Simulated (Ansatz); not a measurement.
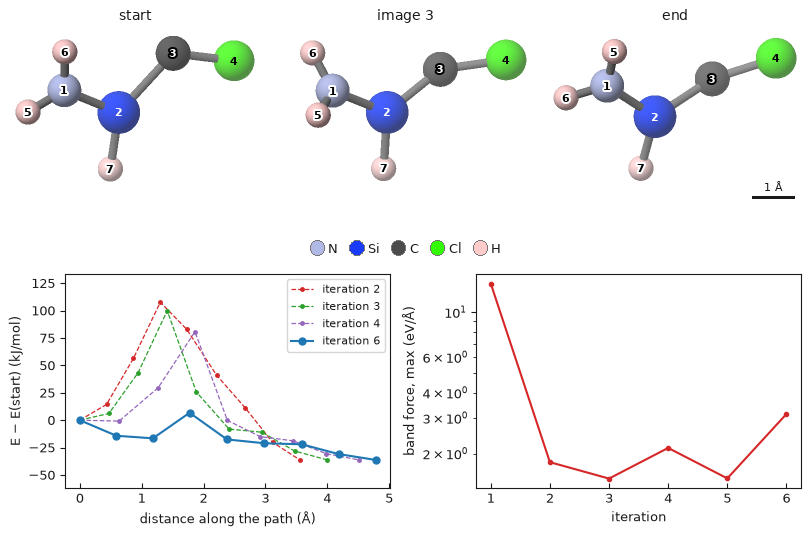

NEB run on CH3ClNSi (charge +1). Images are numbered from 0 (start) to 8 (end). The plot follows the band through its iterations. A ball-and-stick model, seen at a tilt.

Method: RKS B3LYP/def2-SVP (Ansatz). Run with 7 movable images; climbing image; force threshold 0.05 eV/Å; iteration limit 6; starting path through a guess of the saddle point.

Question: Did the band converge, and can the barrier be trusted?

Answer: The result isn't final. The band hadn't converged when the run stopped after 6 iterations. The largest component of the band force went from 14 to 3.1 eV/Å. The barrier read from it is provisional: over the last two iterations the highest image moved from 80.8 kJ/mol to 6.8 kJ/mol. The iteration limit was low. The first iteration put the highest image at 230.6 kJ/mol. Relative to the start the highest point is image 3 at +6.8 kJ/mol and the end lies at −36.3 kJ/mol, but the profile dips to −16.5 kJ/mol at image 2 on the way, so there may be an intermediate minimum, or an end is no minimum.
